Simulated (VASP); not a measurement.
Band structure of Al₂Ga₂N₄ (ordered alloy cell). These are modified Becke-Johnson potential (mBJ), VASP's PBE PAW potentials (set 64) (plane waves; VASP 6.6.1) values and carry that method's errors.

mBJ is a potential without an energy functional, so only the levels count.

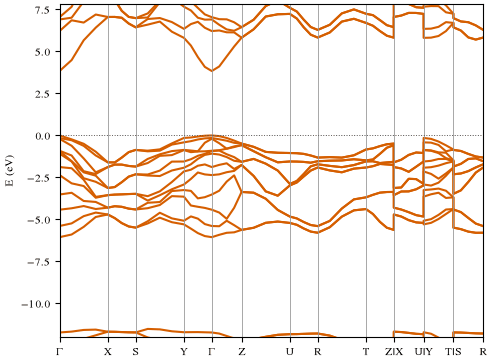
Bands along high-symmetry lines, zero at the valence-band maximum or, without a gap, the Fermi level

Question: Read the plot: is there a gap, and where are the band edges?

Answer: The gap is direct, 3.83 eV, from the valence maximum at Γ to the conduction minimum at Γ.

The structure was generated: Al2Ga2N4 was put into an ordered model structure (Pmn2_1), which need not be its known phase. It was relaxed first. The cell's shape comes from a PBE relaxation.
